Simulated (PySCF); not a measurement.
Consider C$_{2}$H$_{9}$FSSi$_{2}$.

Input file:

```
{"job": {"kind": "uv", "xc": "CAM-B3LYP", "basis": "def2-SVPD", "nstates": 8, "ntriplets": 3}, "charge": 0, "multiplicity": 1}
F     -1.755930     0.941913     1.214454
Si    -1.230590     1.342691    -0.258449
C      0.021630    -0.007367    -0.738206
Si    -0.763761    -1.751817    -0.795936
C      1.223256    -0.021915     0.188741
S      2.203765     1.530550     0.024539
H     -2.404241     1.291133    -1.115123
H     -0.667109     2.671008    -0.099880
H      0.382411     0.217897    -1.746994
H      0.272603    -2.705915    -1.205089
H     -1.848243    -1.742274    -1.776747
H     -1.257524    -2.122283     0.528990
H      0.913576    -0.100270     1.230447
H      1.904098    -0.842837    -0.045905
H      3.001645     1.307478     1.067593
```

Run with:

```sh
OMP_NUM_THREADS=1 python probes_run.py task.json out
```

Geometry: GFN2-xTB.

Computed with PySCF, CAM-B3LYP/def2-SVPD, SCF density, gas phase.

Question: Predict the electron density and electron localisation function between the atoms.

Answer: C–C (1.52 Å): the density is about 1.6 e/Å³ at the midpoint; the ELF peaks at about 0.95 between the atoms; a covalent bond.
C–Si (1.90 Å): ρ is about 0.94 e/Å³ halfway; the ELF peaks at about 0.95 between the atoms (localised, covalent bonding).
C–H (1.09 Å): the density is about 2 e/Å³ at the midpoint; the ELF climbs to about 1 towards the hydrogen, as it does in any bond to H (a covalent bond by its length).

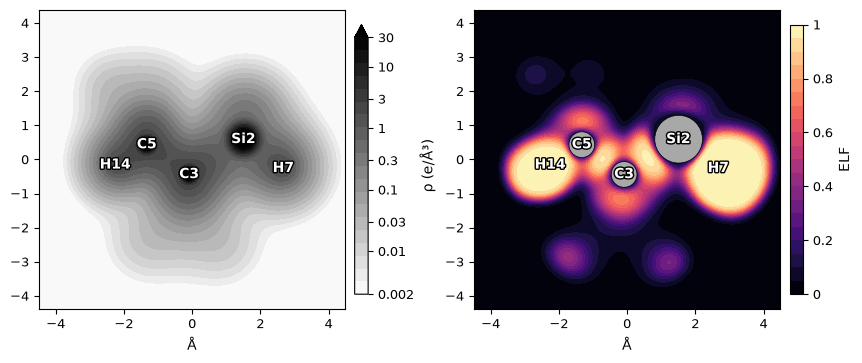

Computed electron density and electron localisation function on the plane of atoms Si2, C3 and C5, in this order. Grey discs cover the atomic cores in the ELF map. 
